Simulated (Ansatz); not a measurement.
BCl2H5OSi

Input

```
crystal:
  periodic: [false, false, false]
  atoms:
    - {symbol: B, position_ang: [-0.555427, 0.342841, 0.051163]}
    - {symbol: O, position_ang: [0.647164, 1.484320, -0.107093]}
    - {symbol: Cl, position_ang: [-1.624640, 0.725739, -1.385197]}
    - {symbol: Cl, position_ang: [-1.293788, 0.799588, 1.663534]}
    - {symbol: H, position_ang: [0.585194, 2.049949, 0.680111]}
    - {symbol: Si, position_ang: [0.294700, -1.493878, 0.003986]}
    - {symbol: H, position_ang: [0.411011, 2.017188, -0.884101]}
    - {symbol: H, position_ang: [1.277638, -1.663200, 1.112503]}
    - {symbol: H, position_ang: [-0.755377, -2.537788, 0.147123]}
    - {symbol: H, position_ang: [1.013425, -1.724759, -1.281928]}
basis:
  gaussian: {orbitals: def2-TZVPP}
hamiltonian: {xc: pbe0, dispersion: d4}
output: {orbitals: {seedname: orbitals}}
```

Command:

```sh
ansatz run in.yaml --threads 8 --pin off --events-out ev --progress --plain --max-ram 19148MiB
```

The product side of a reaction path; geometry: PBE0-D4/def2-TZVP; a saddle point, not a minimum.

All numbers below come from RKS PBE0-D4/def2-TZVPP in Ansatz.

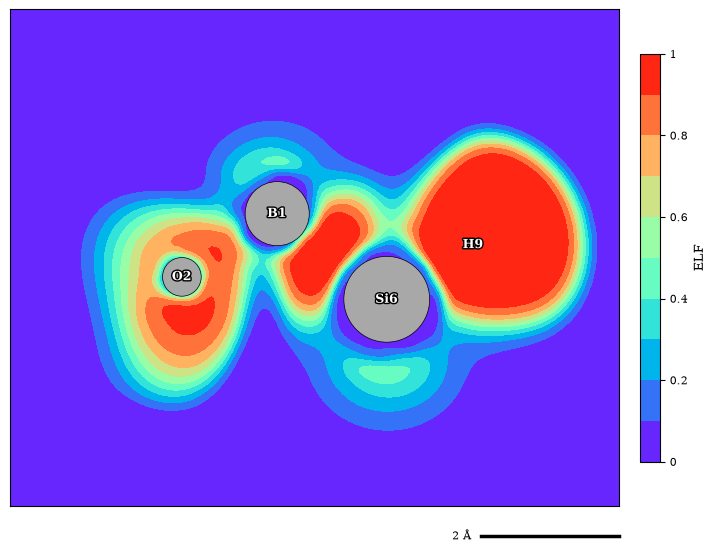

Figure 1. ELF on the plane of atoms O2, B1 and Si6. Grey discs cover the atomic cores.

> What does the map show?

Atoms in the plane: B, O, Si and H. B–O (1.67 Å): the ELF peaks at about 0.90 between the atoms; a shared but strongly polarised pair. Si–B (2.02 Å): the ELF peaks at about 1 between the atoms (localised, covalent bonding). Si–H (1.49 Å): the ELF climbs to about 1 towards the hydrogen, as it does in any bond to H. The ELF also peaks beside O2, away from the bonds: lone-pair regions.

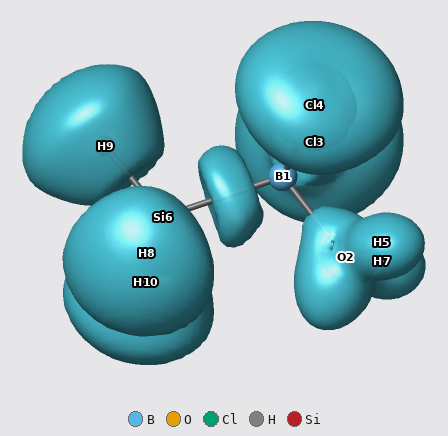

Figure 2. Isosurface of the ELF at 0.75 (cyan), seen from one side. Only the valence region is drawn (cores and ρ < 0.01 e/Å³ removed).

> What do the ELF domains correspond to?

The surface consists of one region between bonded B–Si atoms (shared pairs), three regions around hydrogen nuclei, two regions on Cl in which the atom's valence shell and bonds are merged and one joined region spread over several atoms (H, O), in which their bonds and any lone pairs are merged.


 B–Cl (1.83 Å): the ELF peaks at about 0.90 between the atoms (a shared but strongly polarised pair).

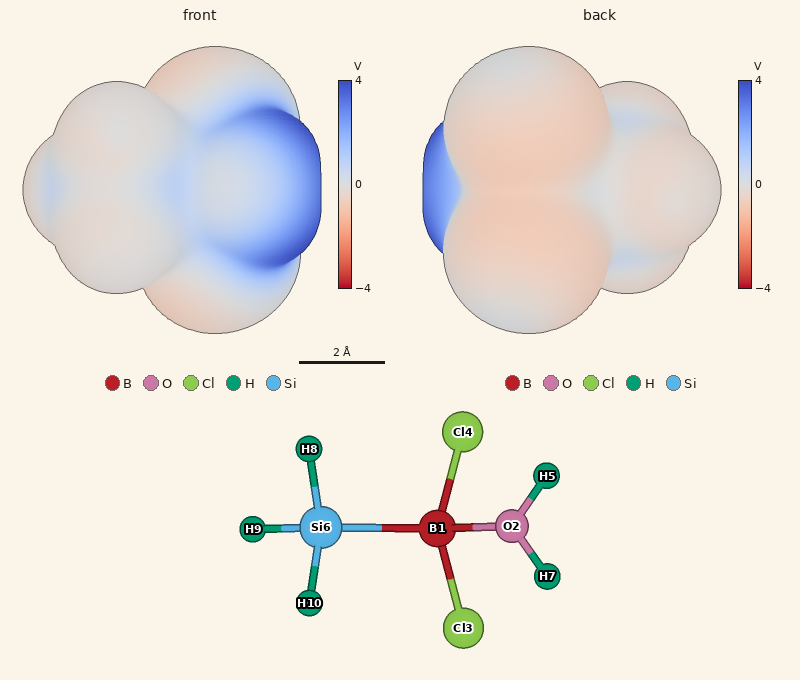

Figure 3. The molecular electrostatic potential painted on the density surface at 0.002 e/bohr³, seen from the front and from behind; the colour scale runs from red (negative) to blue (positive). The bare structure is drawn below in the same view.

> Which sites attract a positive test charge, and which a negative one?

A positive charge is drawn to the negative regions and a negative charge to the positive ones. The most negative region (about −0.8 V) lies over Cl3 and Cl4, the most positive (about +3.8 V) over H5 and H7.

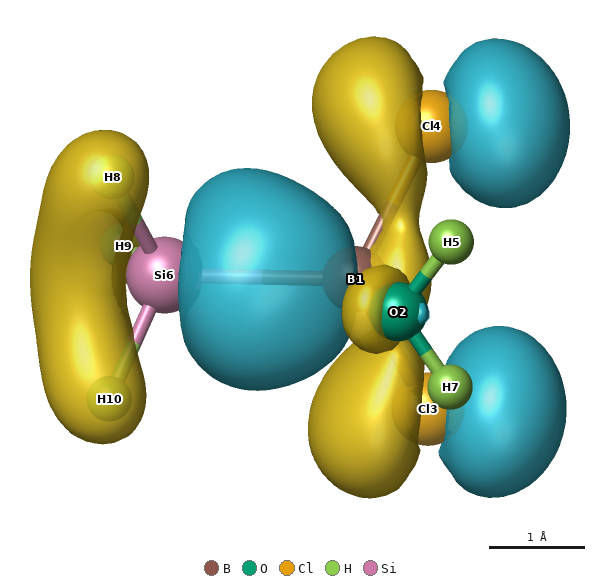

Figure 4. The HOMO at ±0.1 Å⁻³ᐟ² (yellow and cyan are the two phases), seen at a tilt.

> Where does this orbital lie, and at what energy?

It lies mainly on Si6 (about 30 %), B1 (about 20 %), Cl3 (about 20 %) and Cl4 (about 20 %). Its energy is −7.59 eV.
